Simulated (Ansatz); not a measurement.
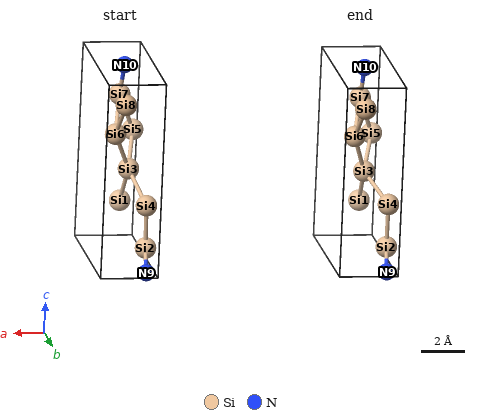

The structure of crystalline Si4N (a generated structure, set up in P1) before (left) and after (right) a relaxation, at one scale.

A ball-and-stick model of the cell of the calculation, seen from a free direction.

Method: DFT PBE, scalar-relativistic, plane waves, PAW (Ansatz 0.2.0).

The input:
```yaml
crystal:
  lattice:
    - [2.707196779, 0.0, 0.0]
    - [-0.9698399311, 5.6747458669, 0.0]
    - [-0.4052241483, -1.4324346877, 9.2236449207]
  atoms:
    - { symbol: Si, position: [0.3119913811, 0.1402264682, 0.2119007567] }
    - { symbol: Si, position: [0.0643231634, 0.6366119927, 0.0757339603] }
    - { symbol: Si, position: [0.3280792362, 0.4401162041, 0.4423937921] }
    - { symbol: Si, position: [0.1518598699, 0.7836168954, 0.3269214637] }
    - { symbol: Si, position: [0.1041395486, 0.0676147389, 0.5617479121] }
    - { symbol: Si, position: [0.6999058994, 0.6878696239, 0.6773527022] }
    - { symbol: Si, position: [0.4875628541, 0.3344592344, 0.8054626046] }
    - { symbol: Si, position: [0.6728498944, 0.9770520116, 0.8907887576] }
    - { symbol: "N", position: [0.1803474019, 0.9423371002, 0.0158581175] }
    - { symbol: "N", position: [0.4989407508, 0.4900957307, 0.9918399333] }
basis:
  ecutwfc: 420
kpoints:
  mp_grid: { grid: [14, 8, 4] }
hamiltonian:
  xc: pbe
scf:
  occupations: { method: gaussian, width: 0.1 }
output:
  forces: true
  stress: true
  eigenvalues: true
relax:
  adjacent_minimum: "off"
  f_tol: 0.01
  max_steps: 80
  cell: { stress_tol: 0.05 }
```

Run as
```bash
ansatz run input.yaml --threads 1 --pin off --max-ram 2560MiB --backend cpu --events-out ev --progress --plain --runs-dir out
```

Describe what moved and what it gained.

Answer. Over 9 accepted moves (10 points after the start) the energy falls by 70.8 meV per cell of the calculation. Largest force component: 0.16 eV/Å at the start, 0.0065 eV/Å at the end. The pressure goes from 0.02 to −0.01 GPa. At 1 point the geometry stayed and the basis and grid were re-selected for the new cell (energy shift of 0.3 meV per cell of the calculation at most each time). The largest move relative to the cell is that of Si3, 0.20 Å roughly along +a. Largest moves by element: Si 0.20 Å, N 0.06 Å. Cell: a 2.707 → 2.765 Å (+2.1 %), b 5.757 → 5.722 Å (−0.6 %), c 9.343 → 9.129 Å (−2.3 %), α 98.3° → 97.0°, β 92.5° → 92.3°. Volume −0.5 %. Among the contacts that change: Si3–Si4 3.063 → 2.755 Å, Si3–Si4 (another image) 2.488 → 2.429 Å, Si1–Si1 2.707 → 2.765 Å, Si4–Si5 2.563 → 2.510 Å. Among the angles between lasting bonds that change: Si4–Si3–Si5 155.5° → 143.5°, Si1–Si4–Si3 159.0° → 147.7°, Si3–Si4–Si4 72.1° → 63.7°. The space group stays P1 (No. 1). The run took 20 min on 1 thread of Intel(R) Xeon(R) Processor @ 2.70GHz, with other jobs on the host, peak memory 1 GiB.
